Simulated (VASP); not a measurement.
Band structure of MgH$_{2}$ (relaxed from the fluorite structure, space group Fm-3m). All values below come from PBEsol GGA, VASP's PBE PAW potentials (set 64) (plane waves; VASP).

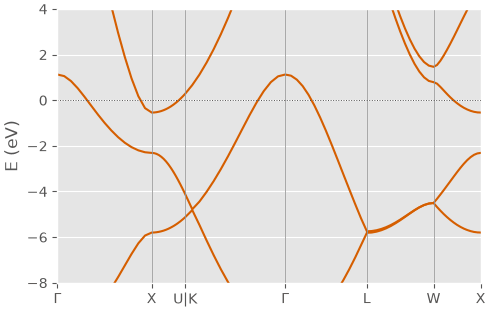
Figure. Bands along high-symmetry lines, zero at the valence-band maximum or, without a gap, the Fermi level

### Question
Read the plot: is there a gap, and where are the band edges?

### Answer
It has no gap at this level: it comes out as a metal or semimetal. (Edges off the drawn lines would not show.)

The structure was generated: MgH2 was put into the fluorite type (Fm-3m), which need not be its known phase. It was relaxed first, which changed the volume by -6 %.
